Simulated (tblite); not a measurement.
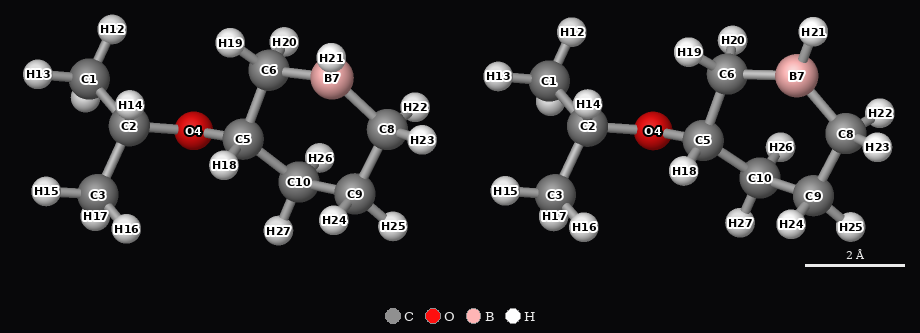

Two geometries of C₈H₁₇BO, drawn at one scale. One is the start of a relaxation, the other its converged end. The picture is a ball-and-stick view, seen at a tilt.

Computed with GFN2-xTB geometry optimisation, gas phase (tblite 0.8.0). 

**Which geometry has the lower energy?**

The right one is the relaxed one. Over 70 geometry steps the energy falls by 7.27 kcal/mol. An H atom moves most after the best rigid fit: 0.84 Å. Largest moves by element: H 0.84 Å, C 0.21 Å, B 0.12 Å, O 0.06 Å. Among the contacts that change: C–H 1.127 → 1.087 Å, B–C 1.600 → 1.570 Å, C–C 1.549 → 1.525 Å, C–H 1.107 → 1.088 Å. Bond angles that change, for instance: C–C–B 110.3° → 115.4°, H–C–H 109.5° → 105.1°, B–C–H 108.9° → 113.2°. Groups turn about B–C by about 35°, B–C by about 35°. Cost: 0.52 s on 1 thread of Arm Neoverse V2, on a shared host.
